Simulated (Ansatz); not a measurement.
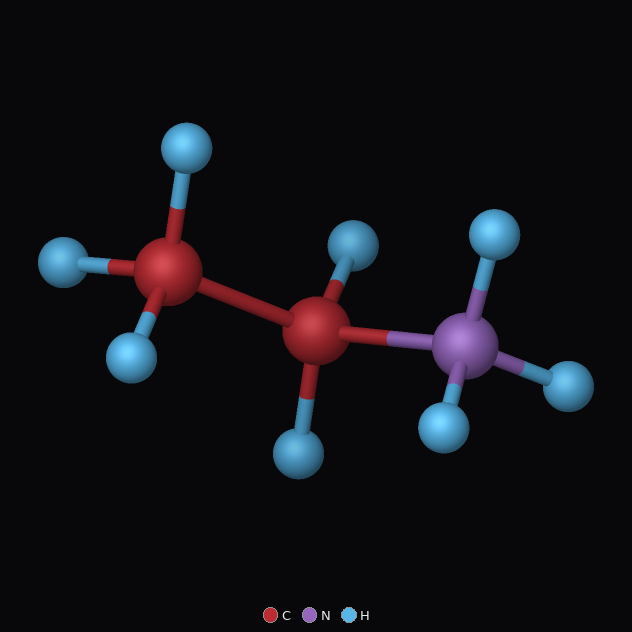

The species has charge +1 and is a spin singlet. Computed geometry: PBE-D4/def2-SVP optimisation. No frequency run is at hand to confirm it as a minimum. Properties computed with RKS PBE-D4/def2-SVP (Ansatz 0.2.0).

Predict the main results.

The species is C₂H₈N⁺.
- dispersion correction: −10.7 kJ/mol
